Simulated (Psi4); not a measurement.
**C2F6O (SMILES FC(F)(F)OC(F)(F)F), step by step**

Wanted: a geometry optimisation (singlet C2F6O, PBE0/def2-SVPD), then a single-point energy (doublet C2F6O+, UPBE0/def2-SVPD), then a structure relaxation (doublet C2F6O+, UPBE0/def2-SVPD), then the energy (doublet C2F6O−, UPBE0/def2-SVPD), then a geometry optimisation (doublet C2F6O−, UPBE0/def2-SVPD) of C2F6O. 

Program for the calculation: Psi4 1.11.

**1. The structure to begin with**

The species is C2F6O (9 atoms), meant as a singlet with charge 0. SMILES: `FC(F)(F)OC(F)(F)F`. The coordinates come from a PBE0-D4/def2-TZVP relaxation. The run starts from this shape.

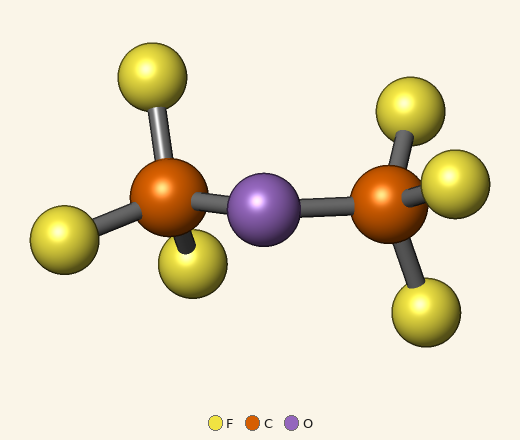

The structure, seen from a chosen angle (fluorine yellow, carbon orange, oxygen purple).

**2. A structure relaxation at PBE0/def2-SVPD (density fitting) (run 1)**

Contents of c2f6o.inp:

```
memory 1600 MB

molecule {
  0 1
  F
  C 1 1.316353
  F 2 1.325271 1 109.37212
  F 2 1.324155 1 108.863 3 118.15635
  O 2 1.371201 1 106.5134 4 120.23872
  C 5 1.371206 2 120.08309 1 163.3939
  F 6 1.316355 5 106.51393 2 163.3853
  F 6 1.324161 7 108.8632 5 -120.23865
  F 6 1.325273 7 109.37174 8 -118.15587
  symmetry c1
}

set {
  basis def2-SVPD
}

e, wfn = optimize("pbe0", return_wfn=True)
```

The run is started by

```sh
$ psi4 -i c2f6o.inp -o c2f6o.out -n 1
```

c2f6o.out:

```text
[...]
  Running in c1 symmetry.
[...]
  Nuclear repulsion =  565.577128226668492
[...]
  Multiplicity = 1
[...]
  Nalpha       = 37
  Nbeta        = 37
[...]
    Number of basis functions: 201
[...]
   @DF-RKS iter   1:  -749.07441266209730    2.82884e-01   3.94700e-03 DIIS/ADIIS
[...]
   @DF-RKS iter   6:  -749.27115170364164    0.00000e+00   6.31881e-09 DIIS
[...]
  @DF-RKS Final Energy:  -749.27115170364164
   => Energetics <=
    Nuclear Repulsion Energy =            565.0533230576514825
    One-Electron Energy =               -2163.0747539857302399
    Two-Electron Energy =                 910.4785216498787577
    DFT Exchange-Correlation Energy =     -61.7282424254417634
    Empirical Dispersion Energy =           0.0000000000000000
    VV10 Nonlocal Energy =                  0.0000000000000000
    Total Energy =                       -749.2711517036416353
[...]
 Multipole Moments:
 ------------------------------------------------------------------------------------
     Multipole            Electronic (a.u.)      Nuclear  (a.u.)        Total (a.u.)
 ------------------------------------------------------------------------------------
 L = 1.  Multiply by 2.5417464519 to convert [e a0] to [Debye]
 Dipole X            :          0.3162215           -0.3226438           -0.0064223
 Dipole Y            :         -0.4226006            0.4311843            0.0085837
 Dipole Z            :          0.4453612           -0.4544061           -0.0090449
 Magnitude           :                                                    0.0140263
[...]
  -Total Gradient:
     Atom            X                  Y                   Z
    ------   -----------------  -----------------  -----------------
       1        0.000023914344     0.000021540124     0.000002563761
       2        0.000014719460    -0.000006023367     0.000023644308
       3        0.000021133883    -0.000002158864     0.000006433226
       4       -0.000006680015     0.000011234205     0.000020468372
       5       -0.000001090457     0.000001600388    -0.000001963901
       6        0.000008775767    -0.000025281480     0.000009776032
       7       -0.000024423818    -0.000020820047    -0.000003306349
       8        0.000009543560    -0.000015390148    -0.000016253131
       9       -0.000007240765    -0.000016362512     0.000013089304
[...]
```

Standard output:

```text
Optimizer: Optimization complete!
```

Wall time 2.8 min (1 thread of AMD EPYC 7R43 (Zen 3), shared host); peak memory 1 GiB.

The path in brief:

```csv
step,energy from the first frame kept (eV),largest force (eV/Å)
0,0.0000,0.2110
1,-0.0011,0.0595
2,-0.0009,0.0362
3,-0.0012,0.0135
4,-0.0011,0.0034
5,-0.0012,0.0017
```

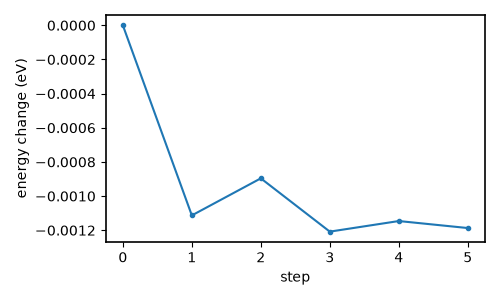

Energy along the run.

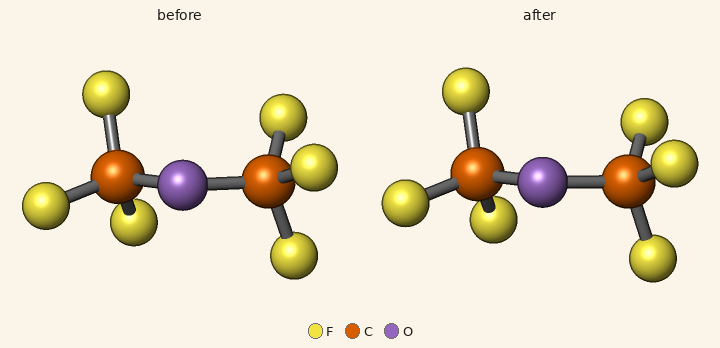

Before and after, at one scale.

After the run. Bond lengths: F1–C2 1.317 Å, C2–F3 1.326 Å, C2–F4 1.325 Å, C2–O5 1.370 Å, O5–C6 1.370 Å, C6–F7 1.317 Å, C6–F8 1.325 Å, C6–F9 1.326 Å. Some angles: F1–C2–F3 109.4°, F1–C2–F4 108.9°, F1–C2–O5 106.9°, F3–C2–F4 108.3°, F3–C2–O5 112.1°, F4–C2–O5 111.2°, C2–O5–C6 121.0°, O5–C6–F7 106.9°, O5–C6–F8 111.2°, O5–C6–F9 112.1°.

**3. The doublet cation: a single-point energy at UPBE0/def2-SVPD (density fitting) (run 2)**

Contents of input.dat:

```
memory 1.6 GB

molecule {
  1 2
  F
  C 1 R2
  F 2 R3 1 A3
  F 2 R4 1 A4 3 D4
  O 2 R5 1 A5 4 D5
  C 5 R6 2 A6 1 D6
  F 6 R7 5 A7 2 D7
  F 6 R8 7 A8 5 D8
  F 6 R9 7 A9 8 D9

  R2 = 1.316726
  R3 = 1.326332
  A3 = 109.38441
  R4 = 1.325166
  A4 = 108.87863
  D4 = 118.15828
  R5 = 1.369504
  A5 = 106.89287
  D5 = 120.22347
  R6 = 1.369505
  A6 = 120.96766
  D6 = 161.15815
  R7 = 1.316726
  A7 = 106.89284
  D7 = 161.15795
  R8 = 1.325166
  A8 = 108.87862
  D8 = -120.22351
  R9 = 1.326333
  A9 = 109.38435
  D9 = -118.15826
  units angstrom
  symmetry c1
}

set basis def2-SVPD
set reference uks

energy("pbe0")
print_variables()
```

The run is started by

```sh
$ psi4 input.dat output.dat -n 1
```

output.dat:

```text
[...]
  Running in c1 symmetry.
[...]
  Nuclear repulsion =  565.053277818153447
[...]
  Multiplicity = 2
[...]
  Nalpha       = 37
  Nbeta        = 36
[...]
    Number of basis functions: 201
[...]
   @DF-UKS iter   1:  -748.59234172361573    7.60311e-01   3.44765e-03 ADIIS/DIIS
[...]
   @DF-UKS iter  11:  -748.75557575287610   -4.47367e-08   2.98482e-07 DIIS
[...]
   @S^2 Observed:                7.548545414E-01
[...]
    Orbital Energies [Eh]
    ---------------------
    Alpha Occupied:
       1A    -25.119236     2A    -25.119195     3A    -25.104998
       4A    -25.104961     5A    -25.093942     6A    -25.093931
       7A    -19.735953     8A    -10.840828     9A    -10.840828
      10A     -1.669881    11A     -1.635169    12A     -1.543259
      13A     -1.540074    14A     -1.534546    15A     -1.530098
      16A     -1.516673    17A     -1.131247    18A     -0.983486
      19A     -0.960954    20A     -0.954264    21A     -0.939907
      22A     -0.906501    23A     -0.893310    24A     -0.851438
      25A     -0.831819    26A     -0.783918    27A     -0.778724
      28A     -0.773431    29A     -0.767629    30A     -0.761154
      31A     -0.747356    32A     -0.731357    33A     -0.731175
      34A     -0.726482    35A     -0.718528    36A     -0.706231
[...]
  @DF-UKS Final Energy:  -748.75557575287610
   => Energetics <=
    Nuclear Repulsion Energy =            565.0532778181534468
    One-Electron Energy =               -2144.1825726164115622
    Two-Electron Energy =                 891.7445050523373311
    DFT Exchange-Correlation Energy =     -61.3707860069553206
    Empirical Dispersion Energy =           0.0000000000000000
    VV10 Nonlocal Energy =                  0.0000000000000000
    Total Energy =                       -748.7555757528760978
[...]
 Multipole Moments:
 ------------------------------------------------------------------------------------
     Multipole            Electronic (a.u.)      Nuclear  (a.u.)        Total (a.u.)
 ------------------------------------------------------------------------------------
 L = 1.  Multiply by 2.5417464519 to convert [e a0] to [Debye]
 Dipole X            :          0.1666872           -0.3226437           -0.1559566
 Dipole Y            :         -0.2227627            0.4311840            0.2084213
 Dipole Z            :          0.2347583           -0.4544068           -0.2196485
 Magnitude           :                                                    0.3405985
[...]
```

It took 46 s on 1 thread of AMD EPYC 7R43 (Zen 3), shared host; peak memory 0.91 GiB.

**4. The doublet cation: a geometry optimisation at UPBE0/def2-SVPD (density fitting) (run 3)**

Contents of job.inp:

```
memory 1600 mb

molecule molecule1 {
  1 2
  F
  C 1 R2
  F 2 R3 1 A3
  F 2 R4 1 A4 3 D4
  O 2 R5 1 A5 4 D5
  C 5 R6 2 A6 1 D6
  F 6 R7 5 A7 2 D7
  F 6 R8 7 A8 5 D8
  F 6 R9 7 A9 8 D9

  R2 = 1.316726
  R3 = 1.326332
  A3 = 109.38441
  R4 = 1.325166
  A4 = 108.87863
  D4 = 118.15828
  R5 = 1.369504
  A5 = 106.89287
  D5 = 120.22347
  R6 = 1.369505
  A6 = 120.96766
  D6 = 161.15815
  R7 = 1.316726
  A7 = 106.89284
  D7 = 161.15795
  R8 = 1.325166
  A8 = 108.87862
  D8 = -120.22351
  R9 = 1.326333
  A9 = 109.38435
  D9 = -118.15826
  units angstrom
  symmetry c1
}

set basis def2-SVPD
set reference uks
set geom_maxiter 50

result, w = opt("pbe0", return_wfn=True)
```

The run is started by

```sh
$ psi4 -i job.inp -o job.out -n 1
```

job.out:

```text
[...]
  Running in c1 symmetry.
[...]
  Nuclear repulsion =  565.053277818153447
[...]
  Multiplicity = 2
[...]
  Nalpha       = 37
  Nbeta        = 36
[...]
    Number of basis functions: 201
[...]
   @DF-UKS iter   1:  -748.59234172361573    7.60311e-01   3.44765e-03 ADIIS/DIIS
[...]
   @DF-UKS iter  12:  -748.79168937073428   -5.27507e-11   9.31291e-09 DIIS
[...]
   @S^2 Observed:                7.542892683E-01
[...]
  @DF-UKS Final Energy:  -748.79168937073428
   => Energetics <=
    Nuclear Repulsion Energy =            555.9593916282983628
    One-Electron Energy =               -2126.7595766499416641
    Two-Electron Energy =                 883.3953488582935734
    DFT Exchange-Correlation Energy =     -61.3868532073844975
    Empirical Dispersion Energy =           0.0000000000000000
    VV10 Nonlocal Energy =                  0.0000000000000000
    Total Energy =                       -748.7916893707342751
[...]
 Multipole Moments:
 ------------------------------------------------------------------------------------
     Multipole            Electronic (a.u.)      Nuclear  (a.u.)        Total (a.u.)
 ------------------------------------------------------------------------------------
 L = 1.  Multiply by 2.5417464519 to convert [e a0] to [Debye]
 Dipole X            :          0.1991015           -0.2827404           -0.0836388
 Dipole Y            :         -0.2923375            0.4151421            0.1228046
 Dipole Z            :          0.3049793           -0.4330939           -0.1281146
 Magnitude           :                                                    0.1961881
[...]
  -Total Gradient:
     Atom            X                  Y                   Z
    ------   -----------------  -----------------  -----------------
       1       -0.000039271345    -0.000016661849    -0.000153957439
       2       -0.000058383544    -0.000153010479     0.000088946790
       3       -0.000031371969     0.000108397958    -0.000040332781
       4       -0.000074923133    -0.000042717182    -0.000058135842
       5       -0.000006104558     0.000008814509    -0.000009371859
       6        0.000168360862    -0.000008382720     0.000079587729
       7       -0.000051849198     0.000150463794     0.000014410990
       8        0.000038152697     0.000096755139     0.000001722364
       9       -0.000060326338     0.000026239593    -0.000100118959
[...]
```

Standard output:

```text
Optimizer: Optimization complete!
```

Wall time 9 min (1 thread of AMD EPYC 7R43 (Zen 3), shared host); peak memory 1 GiB.

The path in brief:

```csv
step,energy from the first frame kept (eV),largest force (eV/Å)
0,0.0000,5.9458
1,-0.6304,2.7991
2,-0.9087,1.1085
3,-0.9609,0.6004
4,-0.9780,0.2194
5,-0.9817,0.1237
6,-0.9826,0.0422
7,-0.9827,0.0096
```

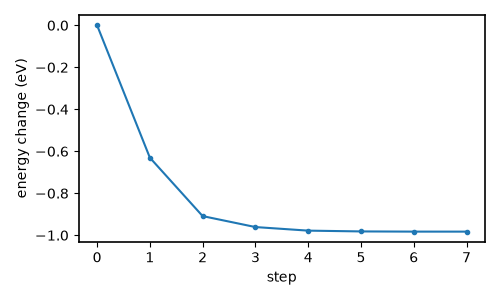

Energy along the run.

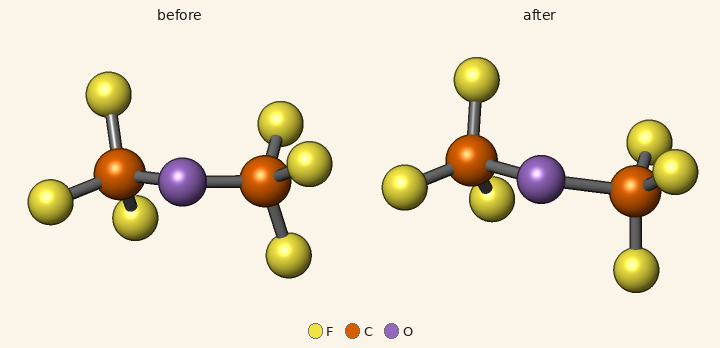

Before and after, at one scale.

After the run. Bond lengths: F1–C2 1.274 Å, C2–F3 1.283 Å, C2–F4 1.287 Å, C2–O5 1.562 Å, O5–C6 1.562 Å, C6–F7 1.274 Å, C6–F8 1.287 Å, C6–F9 1.283 Å. Some angles: F1–C2–F3 114.1°, F1–C2–F4 114.6°, F1–C2–O5 103.7°, F3–C2–F4 114.4°, F3–C2–O5 107.3°, F4–C2–O5 101.0°, C2–O5–C6 121.8°, O5–C6–F7 103.7°, O5–C6–F8 101.0°, O5–C6–F9 107.3°.

(Part 1 of 2 ends here.)
